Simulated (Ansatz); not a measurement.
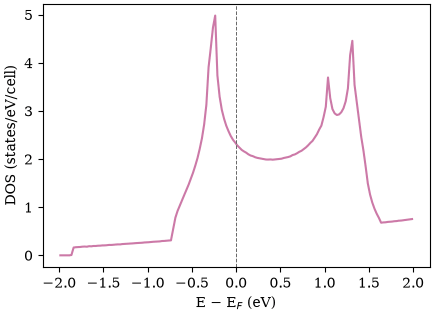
Figure: Density of states of Sr2MoO4 (I4/mmm) near the Fermi level, PBEsol, rigid bands run with Ansatz (a quantum-chemistry and plane-wave program).

Question: With 7 atoms a cell, what bare Sommerfeld coefficient γ = (π²/3) k_B² N(E_F) follows?

Answer: N(E_F) ≈ 2.3 states/eV a cell at 300 K, so γ ≈ 0.78 mJ/(mol of atoms·K²), before electron-phonon enhancement.

Question: How far does the Fermi level move in a rigid band for 0.1 electron a cell added or removed?

Answer: 44 meV and -42 meV.

A metal at this level (no band gap); rigid bands, thermally averaged at 300 K, both spins. Spin-orbit coupling is left out. Geometry: cell and atoms relaxed with PBEsol.

Computed structure, not matched to a measured one here, so possibly hypothetical: Sr2MoO4 (I4/mmm).
